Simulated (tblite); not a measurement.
# Run report: C$_{2}$H$_{4}$BF$_{2}$Si, geometry relaxation (part 1 of 3)

- system: C$_{2}$H$_{4}$BF$_{2}$Si, multiplicity 2
- method: GFN2-xTB geometry optimisation, gas phase (tblite 0.8.0)

It belongs to a series of runs on one base structure; here: H removed from B.

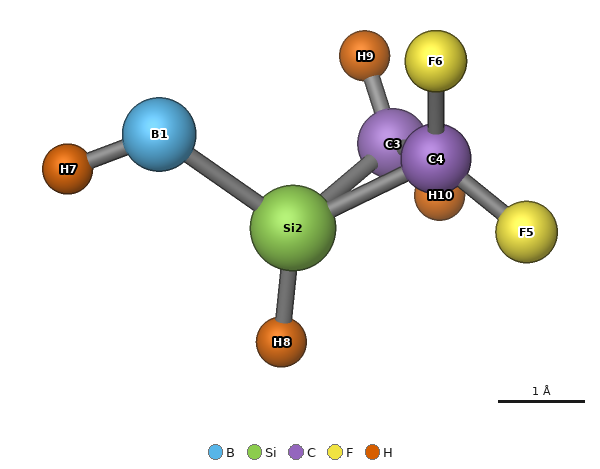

Fig. 1: The structure as given in the input (ball-and-stick view, seen at a tilt; atoms are numbered from 1 in the order of the input).

Results in brief

```csv
quantity,value
outcome,converged
total energy,−506.0231 eV
hardware,"1 CPU thread, shared host"
peak memory,0.18 GiB
```

Input
```
{"job": {"kind": "relax", "xc": "GFN2-xTB", "basis": "xTB"}, "charge": 0, "multiplicity": 2}
B      2.174100     0.334300     0.511300
Si     0.652900    -0.402700    -0.466700
C     -0.903000    -0.199800     0.597500
C     -0.870100     0.697300    -0.595500
F     -1.758000     0.365100    -1.589300
F     -0.681100     2.030000    -0.312900
H      3.121600    -0.323400     0.711300
H      0.668400    -1.783100    -0.958400
H     -0.753900     0.320700     1.564300
H     -1.642000    -1.033500     0.515800
```

The first line tells a small driver script what to run in tblite; the rest is the geometry in Å.

Run as:
```bash
OMP_NUM_THREADS=1 python <driver script> task.json out
```

What the program printed
```
step      E/eV     max force
  0    -505.27875    3.014
  1    -505.48476    1.433
  2    -505.62324    1.322
  3    -505.67521    0.693
  4    -505.74576    0.799
  5    -505.77917    0.628
  6    -505.81604    0.500
  7    -505.83979    0.466
  8    -505.87110    0.532
  9    -505.89906    0.474
 10    -505.92833    0.484
 11    -505.94692    0.322
 12    -505.95825    0.354
 13    -505.96770    0.306
 14    -505.97397    0.193
 15    -505.97712    0.154
 16    -505.97936    0.137
 17    -505.98242    0.213
 18    -505.98738    0.320
 19    -505.99305    0.327
 20    -505.99684    0.225
 21    -505.99842    0.150
 22    -505.99930    0.129
 23    -506.00048    0.116
 24    -506.00166    0.115
 25    -506.00246    0.068
 26    -506.00294    0.059
 27    -506.00340    0.075
 28    -506.00428    0.098
 29    -506.00547    0.106
 30    -506.00700    0.125
 31    -506.00867    0.116
 32    -506.01036    0.098
 33    -506.01163    0.097
 34    -506.01254    0.085
 35    -506.01345    0.097
 36    -506.01442    0.102
 37    -506.01540    0.105
 38    -506.01633    0.098
 39    -506.01716    0.083
 40    -506.01795    0.147
 41    -506.01853    0.082
 42    -506.01949    0.072
 43    -506.02033    0.057
 44    -506.02087    0.063
 45    -506.02123    0.045
 46    -506.02154    0.053
 47    -506.02174    0.050
 48    -506.02195    0.061
 49    -506.02215    0.051
 50    -506.02226    0.031
 51    -506.02232    0.029
 52    -506.02239    0.026
 53    -506.02248    0.036
 54    -506.02259    0.033
 55    -506.02269    0.026
 56    -506.02276    0.020
 57    -506.02281    0.027
 58    -506.02287    0.029
 59    -506.02291    0.019
 60    -506.02293    0.012
 61    -506.02295    0.016
 62    -506.02298    0.022
 63    -506.02302    0.021
 64    -506.02306    0.014
 65    -506.02307    0.010
```

Trajectory as extended XYZ (Å, eV, eV/Å), 66 frames, from step=0 to step=65
```
10
Properties=species:S:1:pos:R:3:forces:R:3 step=0 energy=-505.27875
B     2.1741    0.3343    0.5113   -0.8380  -0.9250  -0.8010
Si    0.6529   -0.4027   -0.4667    2.8200  -0.1700   1.0500
C    -0.9030   -0.1998    0.5975   -0.7020  -0.1300   0.7390
C    -0.8701    0.6973   -0.5955   -0.1250  -0.3690   0.0050
F    -1.7580    0.3651   -1.5893    0.0200   1.0950   0.4050
F    -0.6811    2.0300   -0.3129   -0.7640  -0.5560  -0.7430
H     3.1216   -0.3234    0.7113    0.0360   0.4290   0.0800
H     0.6684   -1.7831   -0.9584   -0.3840   0.1700  -0.4740
H    -0.7539    0.3207    1.5643   -0.6610  -0.6100  -0.7200
H    -1.6420   -1.0335    0.5158    0.5990   1.0650   0.4590
10
Properties=species:S:1:pos:R:3:forces:R:3 step=1 energy=-505.48476
B     2.1621    0.3211    0.4999   -0.1710  -0.6680  -0.3590
Si    0.6932   -0.4051   -0.4517    1.1830  -0.1580   0.7930
C    -0.9130   -0.2017    0.6081    0.0520   0.2390  -0.2620
C    -0.8719    0.6920   -0.5955    0.2750  -0.7650   0.4200
F    -1.7577    0.3807   -1.5835   -0.0150   0.9090   0.2450
F    -0.6920    2.0220   -0.3235   -0.6490  -0.4180  -0.6580
H     3.1222   -0.3173    0.7125    0.0270   0.4730   0.0710
H     0.6629   -1.7807   -0.9652   -0.3720   0.1860  -0.4400
H    -0.7634    0.3120    1.5540   -0.5550  -0.3200  -0.2040
H    -1.6335   -1.0183    0.5224    0.2240   0.5220   0.3930
10
Properties=species:S:1:pos:R:3:forces:R:3 step=2 energy=-505.62324
B     2.1515    0.2953    0.4840    1.1540   0.1630   0.6240
Si    0.7466   -0.4109   -0.4214   -0.9790  -0.8270  -0.2670
C    -0.9161   -0.1955    0.6053    0.4970   0.1010  -0.3200
C    -0.8647    0.6671   -0.5831    0.2360  -0.1580  -0.0150
F    -1.7580    0.4146   -1.5736    0.0870   0.4920   0.1560
F    -0.7161    2.0061   -0.3477   -0.3560  -0.3570  -0.4440
H     3.1232   -0.3005    0.7151    0.2380   0.3980   0.1050
H     0.6495   -1.7741   -0.9812   -0.3520   0.2560  -0.3570
H    -0.7840    0.2985    1.5432   -0.3570   0.0570   0.2930
H    -1.6229   -0.9960    0.5370   -0.1670  -0.1260   0.2250
10
Properties=species:S:1:pos:R:3:forces:R:3 step=3 energy=-505.67521
B     2.1641    0.2930    0.4891    0.4480   0.1340   0.2850
Si    0.7453   -0.4231   -0.4198   -0.5450  -0.4260   0.0390
C    -0.9117   -0.1941    0.6029    0.3890  -0.1010  -0.1160
C    -0.8614    0.6621   -0.5824    0.2490  -0.0640  -0.1320
F    -1.7568    0.4270   -1.5696   -0.0110   0.3360   0.0300
F    -0.7249    1.9984   -0.3577   -0.2370  -0.1610  -0.3430
H     3.1266   -0.2926    0.7169    0.5220   0.2190   0.1730
H     0.6426   -1.7696   -0.9886   -0.3530   0.0890  -0.4100
H    -0.7923    0.2966    1.5443   -0.3060   0.0950   0.2850
H    -1.6227   -0.9929    0.5424   -0.1560  -0.1210   0.1890
10
Properties=species:S:1:pos:R:3:forces:R:3 step=4 energy=-505.74576
B     2.1848    0.2868    0.4968   -0.2510   0.0630  -0.0620
Si    0.7479   -0.4507   -0.4063   -0.0600   0.0910   0.3090
C    -0.8977   -0.1963    0.5999    0.0980  -0.3200   0.3210
C    -0.8487    0.6493   -0.5845    0.1690   0.0700  -0.2900
F    -1.7562    0.4611   -1.5614   -0.1890  -0.1180  -0.2400
F    -0.7491    1.9805   -0.3867    0.1010   0.3240  -0.0340
H     3.1492   -0.2729    0.7258    0.7630   0.0590   0.2280
H     0.6195   -1.7606   -1.0152   -0.3300  -0.1590  -0.4720
H    -0.8175    0.2930    1.5502   -0.1740   0.1340   0.1600
H    -1.6234   -0.9856    0.5589   -0.1270  -0.1440   0.0800
10
Properties=species:S:1:pos:R:3:forces:R:3 step=5 energy=-505.77917
B     2.1941    0.2849    0.5013   -0.2830  -0.1190  -0.1510
Si    0.7459   -0.4646   -0.3956    0.2010   0.1820   0.3360
C    -0.8887   -0.2021    0.6034   -0.1320  -0.2320   0.3260
C    -0.8395    0.6438   -0.5902    0.0310   0.0960  -0.2020
F    -1.7589    0.4763   -1.5612   -0.1820  -0.3230  -0.2580
F    -0.7596    1.9769   -0.4019    0.2480   0.3960   0.1070
H     3.1727   -0.2611    0.7339    0.5850   0.1330   0.1840
H     0.6021   -1.7583   -1.0366   -0.2920  -0.1470  -0.4350
H    -0.8333    0.2935    1.5559   -0.1060   0.1190   0.0580
H    -1.6260   -0.9846    0.5685   -0.0710  -0.1050   0.0350
10
Properties=species:S:1:pos:R:3:forces:R:3 step=6 energy=-505.81604
B     2.2053    0.2790    0.5058   -0.0850  -0.3210  -0.1470
Si    0.7454   -0.4806   -0.3776    0.3190   0.0720   0.1900
C    -0.8806   -0.2115    0.6119   -0.3600   0.0510   0.1410
C    -0.8284    0.6381   -0.5995   -0.1930   0.1410   0.0090
F    -1.7651    0.4883   -1.5654   -0.0300  -0.4810  -0.1340
F    -0.7673    1.9794   -0.4184    0.3580   0.2210   0.2100
H     3.2104   -0.2417    0.7469    0.2430   0.2700   0.0980
H     0.5748   -1.7570   -1.0715   -0.2140   0.0340  -0.2860
H    -0.8549    0.2963    1.5640   -0.0250   0.0790  -0.0680
H    -1.6307   -0.9857    0.5812   -0.0120  -0.0660  -0.0140
10
Properties=species:S:1:pos:R:3:forces:R:3 step=7 energy=-505.83979
B     2.2124    0.2704    0.5071    0.1000  -0.3750  -0.0890
Si    0.7476   -0.4896   -0.3650    0.1840  -0.0480   0.0450
C    -0.8814   -0.2154    0.6182   -0.3780   0.2310  -0.0740
C    -0.8253    0.6375   -0.6045   -0.2570   0.0910   0.1830
F    -1.7689    0.4861   -1.5702    0.1150  -0.4520   0.0010
F    -0.7651    1.9845   -0.4240    0.3340   0.0100   0.1910
H     3.2366   -0.2253    0.7563    0.0410   0.3310   0.0420
H     0.5550   -1.7551   -1.0968   -0.1590   0.1910  -0.1540
H    -0.8678    0.2999    1.5682    0.0090   0.0570  -0.1100
H    -1.6343   -0.9884    0.5882    0.0100  -0.0360  -0.0360
10
Properties=species:S:1:pos:R:3:forces:R:3 step=8 energy=-505.87110
B     2.2232    0.2520    0.5069    0.3020  -0.3580   0.0100
Si    0.7522   -0.5018   -0.3480   -0.1280  -0.1780  -0.1410
C    -0.8901   -0.2157    0.6244   -0.2650   0.3580  -0.2910
C    -0.8265    0.6388   -0.6069   -0.2260  -0.0260   0.3440
F    -1.7711    0.4728   -1.5766    0.2890  -0.3060   0.1650
F    -0.7544    1.9914   -0.4270    0.2230  -0.2580   0.1080
H     3.2728   -0.1973    0.7696   -0.1570   0.3550  -0.0240
H     0.5258   -1.7484   -1.1329   -0.0920   0.3680   0.0240
H    -0.8840    0.3062    1.5717    0.0360   0.0360  -0.1330
H    -1.6392   -0.9934    0.5962    0.0180   0.0100  -0.0610
10
Properties=species:S:1:pos:R:3:forces:R:3 step=9 energy=-505.89906
B     2.2343    0.2297    0.5053    0.3390  -0.2890   0.0660
Si    0.7551   -0.5132   -0.3349   -0.3510  -0.2140  -0.2350
C    -0.9030   -0.2107    0.6261   -0.1000   0.3030  -0.3170
C    -0.8317    0.6401   -0.6035   -0.1080  -0.1210   0.3530
F    -1.7680    0.4542   -1.5799    0.3630  -0.1350   0.2320
F    -0.7400    1.9942   -0.4264    0.0900  -0.3890   0.0210
H     3.3024   -0.1678    0.7808   -0.2310   0.3160  -0.0640
H     0.4993   -1.7368   -1.1633   -0.0520   0.4430   0.1420
H    -0.8965    0.3127    1.5720    0.0460   0.0320  -0.1180
H    -1.6430   -0.9977    0.6013    0.0050   0.0540  -0.0800
10
Properties=species:S:1:pos:R:3:forces:R:3 step=10 energy=-505.92833
B     2.2471    0.2008    0.5024    0.1820  -0.1990   0.0630
Si    0.7550   -0.5258   -0.3246   -0.4050  -0.1480  -0.2200
C    -0.9195   -0.2015    0.6242    0.0800   0.0770  -0.1350
C    -0.8392    0.6397   -0.5942    0.0730  -0.1600   0.1970
F    -1.7583    0.4313   -1.5796    0.3300   0.0260   0.1860
F    -0.7226    1.9908   -0.4243   -0.0370  -0.3680  -0.0490
H     3.3287   -0.1329    0.7910   -0.1950   0.2280  -0.0790
H     0.4718   -1.7173   -1.1910   -0.0420   0.4130   0.1930
H    -0.9076    0.3200    1.5692    0.0500   0.0440  -0.0610
H    -1.6465   -1.0004    0.6043   -0.0350   0.0870  -0.0950
10
Properties=species:S:1:pos:R:3:forces:R:3 step=11 energy=-505.94692
B     2.2554    0.1772    0.4998   -0.0630  -0.1350   0.0110
Si    0.7515   -0.5353   -0.3203   -0.2670  -0.0140  -0.1060
C    -0.9297   -0.1953    0.6223    0.1700  -0.1450   0.0980
C    -0.8426    0.6365   -0.5850    0.2070  -0.1390   0.0120
F    -1.7460    0.4173   -1.5761    0.2120   0.0690   0.0460
F    -0.7123    1.9819   -0.4240   -0.0740  -0.1970  -0.0560
H     3.3422   -0.1064    0.7961   -0.0860   0.1470  -0.0670
H     0.4531   -1.6971   -1.2053   -0.0680   0.2810   0.1420
H    -0.9138    0.3251    1.5655    0.0570   0.0610   0.0130
H    -1.6488   -0.9994    0.6045   -0.0880   0.0700  -0.0930
10
Properties=species:S:1:pos:R:3:forces:R:3 step=12 energy=-505.95825
B     2.2598    0.1581    0.4981   -0.1950  -0.0970  -0.0160
Si    0.7466   -0.5431   -0.3174   -0.0920   0.0980   0.0010
C    -0.9330   -0.1946    0.6240    0.1740  -0.2340   0.2000
C    -0.8402    0.6313   -0.5795    0.2480  -0.1120  -0.0720
F    -1.7346    0.4111   -1.5730    0.1040   0.0320  -0.0790
F    -0.7081    1.9722   -0.4265   -0.0490  -0.0150  -0.0210
H     3.3519   -0.0845    0.7991   -0.0390   0.1000  -0.0650
H     0.4374   -1.6785   -1.2148   -0.0930   0.1290   0.0630
H    -0.9188    0.3294    1.5636    0.0690   0.0630   0.0650
H    -1.6521   -0.9968    0.6041   -0.1280   0.0350  -0.0770
10
Properties=species:S:1:pos:R:3:forces:R:3 step=13 energy=-505.96770
B     2.2616    0.1384    0.4969   -0.1970  -0.0520  -0.0030
Si    0.7404   -0.5495   -0.3141    0.0770   0.1470   0.0700
C    -0.9325   -0.1983    0.6292    0.1150  -0.2130   0.1880
C    -0.8330    0.6240   -0.5760    0.1990  -0.0590  -0.0870
F    -1.7223    0.4065   -1.5720    0.0420  -0.0250  -0.1420
F    -0.7055    1.9632   -0.4300   -0.0110   0.1060   0.0250
H     3.3612   -0.0612    0.8010   -0.0550   0.0690  -0.0750
H     0.4198   -1.6590   -1.2242   -0.1080  -0.0230  -0.0190
H    -0.9230    0.3345    1.5636    0.0770   0.0360   0.0870
H    -1.6578   -0.9940    0.6030   -0.1400   0.0130  -0.0430
10
Properties=species:S:1:pos:R:3:forces:R:3 step=14 energy=-505.97397
B     2.2605    0.1234    0.4967   -0.1170   0.0100   0.0370
Si    0.7359   -0.5518   -0.3116    0.1570   0.0900   0.0660
C    -0.9299   -0.2045    0.6357    0.0280  -0.1090   0.0900
C    -0.8243    0.6178   -0.5745    0.0850   0.0110  -0.0480
F    -1.7118    0.4023   -1.5736    0.0500  -0.0570  -0.1190
F    -0.7036    1.9582   -0.4316    0.0100   0.1130   0.0510
H     3.3656   -0.0429    0.8005   -0.0670   0.0480  -0.0790
H     0.4054   -1.6449   -1.2305   -0.1050  -0.1120  -0.0660
H    -0.9240    0.3390    1.5652    0.0730  -0.0150   0.0670
H    -1.6649   -0.9918    0.6011   -0.1140   0.0200   0.0000
10
Properties=species:S:1:pos:R:3:forces:R:3 step=15 energy=-505.97712
B     2.2581    0.1168    0.4978   -0.0440   0.0640   0.0730
Si    0.7351   -0.5511   -0.3104    0.1160  -0.0130   0.0090
C    -0.9279   -0.2092    0.6400   -0.0230  -0.0080  -0.0100
C    -0.8186    0.6151   -0.5743    0.0000   0.0430   0.0090
F    -1.7052    0.3986   -1.5764    0.0880  -0.0500  -0.0630
F    -0.7022    1.9575   -0.4308    0.0050   0.0570   0.0480
H     3.3651   -0.0336    0.7982   -0.0430   0.0370  -0.0700
H     0.3972   -1.6398   -1.2334   -0.0860  -0.1130  -0.0590
H    -0.9222    0.3409    1.5672    0.0630  -0.0590   0.0320
H    -1.6705   -0.9905    0.5996   -0.0750   0.0410   0.0290
10
Properties=species:S:1:pos:R:3:forces:R:3 step=16 energy=-505.97936
B     2.2554    0.1147    0.5000   -0.0030   0.1000   0.0930
Si    0.7360   -0.5505   -0.3103    0.0330  -0.1000  -0.0460
C    -0.9271   -0.2121    0.6423   -0.0430   0.0590  -0.0750
C    -0.8153    0.6146   -0.5739   -0.0390   0.0440   0.0560
F    -1.6993    0.3948   -1.5794    0.1200  -0.0240  -0.0130
F    -0.7009    1.9584   -0.4288   -0.0100   0.0000   0.0320
H     3.3633   -0.0279    0.7951   -0.0070   0.0300  -0.0560
H     0.3914   -1.6392   -1.2353   -0.0630  -0.0810  -0.0320
H    -0.9192    0.3410    1.5690    0.0530  -0.0880  -0.0010
H    -1.6755   -0.9892    0.5988   -0.0400   0.0600   0.0440
10
Properties=species:S:1:pos:R:3:forces:R:3 step=17 energy=-505.98242
B     2.2511    0.1141    0.5046    0.0210   0.1240   0.1000
Si    0.7380   -0.5514   -0.3110   -0.0730  -0.1790  -0.0900
C    -0.9270   -0.2149    0.6439   -0.0520   0.1080  -0.1230
C    -0.8117    0.6149   -0.5723   -0.0570   0.0320   0.0920
F    -1.6890    0.3893   -1.5839    0.1450   0.0140   0.0350
F    -0.6993    1.9599   -0.4253   -0.0290  -0.0570   0.0080
H     3.3609   -0.0201    0.7899    0.0340   0.0250  -0.0400
H     0.3825   -1.6401   -1.2383   -0.0310  -0.0330   0.0040
H    -0.9138    0.3391    1.5713    0.0410  -0.1120  -0.0380
H    -1.6829   -0.9860    0.5986    0.0010   0.0780   0.0520
10
Properties=species:S:1:pos:R:3:forces:R:3 step=18 energy=-505.98738
B     2.2429    0.1156    0.5140    0.0230   0.1270   0.0820
Si    0.7409   -0.5562   -0.3134   -0.1860  -0.2400  -0.1020
C    -0.9274   -0.2183    0.6448   -0.0530   0.1340  -0.1470
C    -0.8059    0.6156   -0.5681   -0.0550   0.0140   0.1080
F    -1.6687    0.3809   -1.5910    0.1500   0.0630   0.0810
F    -0.6978    1.9614   -0.4195   -0.0450  -0.1030  -0.0220
H     3.3575   -0.0065    0.7799    0.0730   0.0220  -0.0220
H     0.3667   -1.6427   -1.2433    0.0160   0.0240   0.0460
H    -0.9038    0.3336    1.5746    0.0280  -0.1260  -0.0750
H    -1.6955   -0.9788    0.5994    0.0500   0.0860   0.0520
10
Properties=species:S:1:pos:R:3:forces:R:3 step=19 energy=-505.99305
B     2.2314    0.1201    0.5271    0.0010   0.0830   0.0300
Si    0.7433   -0.5657   -0.3171   -0.2300  -0.2280  -0.0440
C    -0.9284   -0.2212    0.6441   -0.0430   0.1060  -0.1180
C    -0.7987    0.6165   -0.5614   -0.0290   0.0010   0.0770
F    -1.6407    0.3727   -1.5989    0.1120   0.0930   0.0910
F    -0.6977    1.9618   -0.4130   -0.0380  -0.0970  -0.0380
H     3.3537    0.0107    0.7665    0.0700   0.0250  -0.0130
H     0.3471   -1.6466   -1.2487    0.0610   0.0600   0.0660
H    -0.8905    0.3238    1.5775    0.0190  -0.1080  -0.0880
H    -1.7106   -0.9674    0.6015    0.0770   0.0650   0.0370
10
Properties=species:S:1:pos:R:3:forces:R:3 step=20 energy=-505.99684
B     2.2221    0.1253    0.5363   -0.0320   0.0180  -0.0310
Si    0.7432   -0.5754   -0.3196   -0.1660  -0.1400   0.0580
C    -0.9293   -0.2220    0.6419   -0.0220   0.0380  -0.0520
C    -0.7937    0.6170   -0.5560    0.0090   0.0090   0.0200
F    -1.6199    0.3703   -1.6029    0.0430   0.0770   0.0420
F    -0.6994    1.9607   -0.4097   -0.0070  -0.0300  -0.0260
H     3.3508    0.0218    0.7563    0.0320   0.0330  -0.0140
H     0.3355   -1.6495   -1.2508    0.0710   0.0420   0.0450
H    -0.8808    0.3144    1.5781    0.0210  -0.0600  -0.0550
H    -1.7196   -0.9579    0.6039    0.0520   0.0130   0.0130
```
